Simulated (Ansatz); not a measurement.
## AlH₂Cl: phonon calculation

System: AlH₂Cl.
Method: RKS PBE0-D4/def2-TZVP (Ansatz 0.2.0).

The geometry comes from this level: PBE0-D4/def2-TZVP. Figures and captions count atoms from 1; the log counts them from 0 in places.

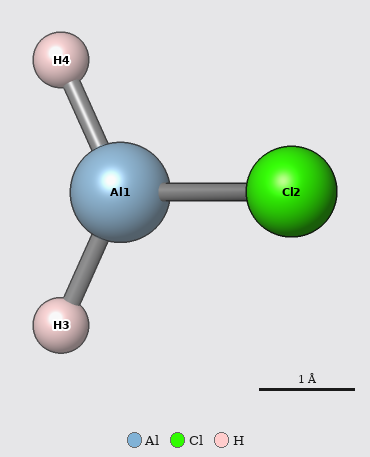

The structure as given in the input (ball-and-stick view, seen at a tilt; atoms are numbered from 1 in the order of the input). Sticks mark near contacts. Bond lengths as drawn: Al–Cl 2.10 Å and Al–H 1.58 Å.

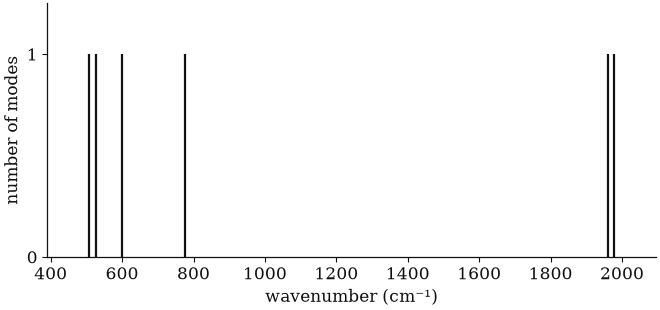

Harmonic vibrational wavenumbers from the force constants; neighbouring modes closer than 7 cm⁻¹ are counted in one stick. 6 modes from 508 to 1978 cm⁻¹, none imaginary.

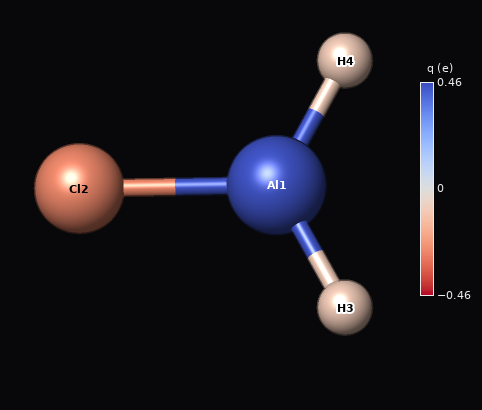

Mulliken charges, as the colour of each atom (ball-and-stick view, seen at an oblique angle; atoms are numbered from 1 in the order of the input). By element: Al +0.44, Cl −0.26 and H −0.09 e.

The input and output of the run follow.

Input:
```yaml
crystal:
  periodic: [false, false, false]
  atoms:
    - {symbol: Al, position_ang: [-0.626165, -0.240721, -0.760038]}
    - {symbol: Cl, position_ang: [1.074677, 0.763153, -1.465252]}
    - {symbol: H, position_ang: [-0.558407, -1.811962, -0.669816]}
    - {symbol: H, position_ang: [-1.873949, 0.634018, -0.360793]}
basis:
  gaussian: {orbitals: def2-TZVP}
hamiltonian: {xc: pbe0, dispersion: d4}
phonons: {temperatures: {t_min: 298.15, t_max: 900, t_step: 200}}
```

Log:
```
Functional definition: PBE0
  name "PBE0"
  cite "Adamo & Barone, J. Chem. Phys. 110, 6158 (1999) doi:10.1063/1.478522"
  cite "Perdew, Burke & Ernzerhof, Phys. Rev. Lett. 77, 3865 (1996) doi:10.1103/PhysRevLett.77.3865"
  parent pbe
  parameter a = 0.25
  parameter kappa = 0.804
  parameter beta = 0.06672455060314922
  exchange = (1 - a)*pbe_x(kappa = kappa, mu = beta*pi^2/3) + a*exact_x
  correlation = pbe_c(beta = beta)
635 factors; their error is unknown
mean field evaluation 1: about -19146.1818 eV, gradient 1.4e1 eV
mean field evaluation 2: about -19146.4471 eV, gradient 1.2e1 eV
mean field evaluation 4: about -19146.7516 eV, gradient 5.0e-1 eV
mean field evaluation 8: about -19146.8024 eV, gradient 7.2e-3 eV
mean field -19146.80241822 eV, -703.6320107010 hartree, gradient 4.7e-5 eV, S^2 0.000000; 0 other end points of the search recorded, 0 dependent functions left out
the calculation of the forces begins
reference -19146.80244651 eV, -703.6320117404 hartree; 16, 16 occupied and 70, 70 virtual orbitals, 635 factors
these checks for a lower state are left out or cut short: stability, starts, cluster_reference, orbital_swaps, neighbouring_geometries, increment
635 factors; their error is unknown
mean field evaluation 16: about -19146.8023 eV, gradient 2.5e-5 eV
mean field -19146.80234855 eV, -703.6320081404 hartree, gradient 3.0e-6 eV, S^2 0.000000; 0 other end points of the search recorded, 0 dependent functions left out
the calculation of the forces begins
reference -19146.80237683 eV, -703.6320091799 hartree; 16, 16 occupied and 70, 70 virtual orbitals, 635 factors
these checks for a lower state are left out or cut short: stability, starts, cluster_reference, orbital_swaps, neighbouring_geometries, increment
635 factors; their error is unknown
mean field -19146.80235696 eV, -703.6320084494 hartree, gradient 6.3e-7 eV, S^2 0.000000; 0 other end points of the search recorded, 0 dependent functions left out
the calculation of the forces begins
reference -19146.80238524 eV, -703.6320094887 hartree; 16, 16 occupied and 70, 70 virtual orbitals, 635 factors
these checks for a lower state are left out or cut short: stability, starts, cluster_reference, orbital_swaps, neighbouring_geometries, increment
635 factors; their error is unknown
mean field evaluation 32: about -19146.8024 eV, gradient 2.7e-6 eV
mean field -19146.80237284 eV, -703.6320090329 hartree, gradient 2.7e-6 eV, S^2 0.000000; 0 other end points of the search recorded, 0 dependent functions left out
the calculation of the forces begins
reference -19146.80240112 eV, -703.6320100723 hartree; 16, 16 occupied and 70, 70 virtual orbitals, 635 factors
these checks for a lower state are left out or cut short: stability, starts, cluster_reference, orbital_swaps, neighbouring_geometries, increment
635 factors; their error is unknown
mean field -19146.80236980 eV, -703.6320089214 hartree, gradient 2.4e-6 eV, S^2 0.000000; 0 other end points of the search recorded, 0 dependent functions left out
the calculation of the forces begins
reference -19146.80239809 eV, -703.6320099608 hartree; 16, 16 occupied and 70, 70 virtual orbitals, 635 factors
these checks for a lower state are left out or cut short: stability, starts, cluster_reference, orbital_swaps, neighbouring_geometries, increment
635 factors; their error is unknown
mean field -19146.80238861 eV, -703.6320096127 hartree, gradient 1.7e-6 eV, S^2 0.000000; 0 other end points of the search recorded, 0 dependent functions left out
the calculation of the forces begins
reference -19146.80241690 eV, -703.6320106522 hartree; 16, 16 occupied and 70, 70 virtual orbitals, 635 factors
these checks for a lower state are left out or cut short: stability, starts, cluster_reference, orbital_swaps, neighbouring_geometries, increment
635 factors; their error is unknown
mean field -19146.80235760 eV, -703.6320084731 hartree, gradient 2.0e-6 eV, S^2 0.000000; 0 other end points of the search recorded, 0 dependent functions left out
the calculation of the forces begins
reference -19146.80238588 eV, -703.6320095124 hartree; 16, 16 occupied and 70, 70 virtual orbitals, 635 factors
these checks for a lower state are left out or cut short: stability, starts, cluster_reference, orbital_swaps, neighbouring_geometries, increment
635 factors; their error is unknown
mean field -19146.80240941 eV, -703.6320103770 hartree, gradient 1.3e-6 eV, S^2 0.000000; 0 other end points of the search recorded, 0 dependent functions left out
the calculation of the forces begins
reference -19146.80243769 eV, -703.6320114164 hartree; 16, 16 occupied and 70, 70 virtual orbitals, 635 factors
these checks for a lower state are left out or cut short: stability, starts, cluster_reference, orbital_swaps, neighbouring_geometries, increment
635 factors; their error is unknown
mean field evaluation 64: about -19146.8024 eV, gradient 1.3e-6 eV
mean field -19146.80241748 eV, -703.6320106736 hartree, gradient 1.3e-6 eV, S^2 0.000000; 0 other end points of the search recorded, 0 dependent functions left out
the calculation of the forces begins
reference -19146.80244576 eV, -703.6320117130 hartree; 16, 16 occupied and 70, 70 virtual orbitals, 635 factors
these checks for a lower state are left out or cut short: stability, starts, cluster_reference, orbital_swaps, neighbouring_geometries, increment
635 factors; their error is unknown
mean field -19146.80241150 eV, -703.6320104539 hartree, gradient 1.5e-6 eV, S^2 0.000000; 0 other end points of the search recorded, 0 dependent functions left out
the calculation of the forces begins
reference -19146.80243978 eV, -703.6320114932 hartree; 16, 16 occupied and 70, 70 virtual orbitals, 635 factors
these checks for a lower state are left out or cut short: stability, starts, cluster_reference, orbital_swaps, neighbouring_geometries, increment
635 factors; their error is unknown
mean field -19146.80241614 eV, -703.6320106244 hartree, gradient 1.3e-6 eV, S^2 0.000000; 0 other end points of the search recorded, 0 dependent functions left out
the calculation of the forces begins
reference -19146.80244443 eV, -703.6320116639 hartree; 16, 16 occupied and 70, 70 virtual orbitals, 635 factors
these checks for a lower state are left out or cut short: stability, starts, cluster_reference, orbital_swaps, neighbouring_geometries, increment
635 factors; their error is unknown
mean field -19146.80236727 eV, -703.6320088284 hartree, gradient 9.5e-7 eV, S^2 0.000000; 0 other end points of the search recorded, 0 dependent functions left out
the calculation of the forces begins
reference -19146.80239555 eV, -703.6320098678 hartree; 16, 16 occupied and 70, 70 virtual orbitals, 635 factors
these checks for a lower state are left out or cut short: stability, starts, cluster_reference, orbital_swaps, neighbouring_geometries, increment
635 factors; their error is unknown
mean field -19146.80238283 eV, -703.6320094001 hartree, gradient 1.6e-6 eV, S^2 0.000000; 0 other end points of the search recorded, 0 dependent functions left out
the calculation of the forces begins
reference -19146.80241111 eV, -703.6320104396 hartree; 16, 16 occupied and 70, 70 virtual orbitals, 635 factors
these checks for a lower state are left out or cut short: stability, starts, cluster_reference, orbital_swaps, neighbouring_geometries, increment
635 factors; their error is unknown
mean field -19146.80241706 eV, -703.6320106581 hartree, gradient 1.6e-6 eV, S^2 0.000000; 0 other end points of the search recorded, 0 dependent functions left out
the calculation of the forces begins
reference -19146.80244534 eV, -703.6320116975 hartree; 16, 16 occupied and 70, 70 virtual orbitals, 635 factors
these checks for a lower state are left out or cut short: stability, starts, cluster_reference, orbital_swaps, neighbouring_geometries, increment
635 factors; their error is unknown
mean field evaluation 96: about -19146.7521 eV, gradient 7.8e-2 eV
mean field -19146.80241479 eV, -703.6320105749 hartree, gradient 1.7e-6 eV, S^2 0.000000; 0 other end points of the search recorded, 0 dependent functions left out
the calculation of the forces begins
reference -19146.80244308 eV, -703.6320116142 hartree; 16, 16 occupied and 70, 70 virtual orbitals, 635 factors
Total energy: -19146.84726061 eV, -703.6336586283 hartree
Atom 0 at    -0.626165    -0.240721    -0.760038 Å, force    -0.000104    -0.000101     0.000354 eV/Å
Atom 1 at     1.074677     0.763153    -1.465252 Å, force     0.000753     0.000455    -0.000392 eV/Å
Atom 2 at    -0.558407    -1.811962    -0.669816 Å, force     0.000023    -0.000822    -0.000062 eV/Å
Atom 3 at    -1.873949     0.634018    -0.360793 Å, force    -0.000672     0.000469     0.000101 eV/Å
Dipole moment:    -0.209091    -0.123403     0.086636 e Å
Vibrations: 508.48 526.64 600.28 776.81 1961.93 1977.65 cm⁻¹, zero-point energy 0.393761 eV
```

Summary:

| quantity | value |
| --- | --- |
| outcome | converged |
| total energy | −19146.8473 eV |
| mean-field energy | −19146.8024 eV |
| dispersion energy | −0.0448 eV |
| largest force (length of the vector) | 0.001 eV/Å |
| dipole moment | 1.24 D |
| hardware | 2 CPU threads, shared host |
| wall time | 12 s (CPU time 15 s) |
| peak memory | 0.17 GiB |
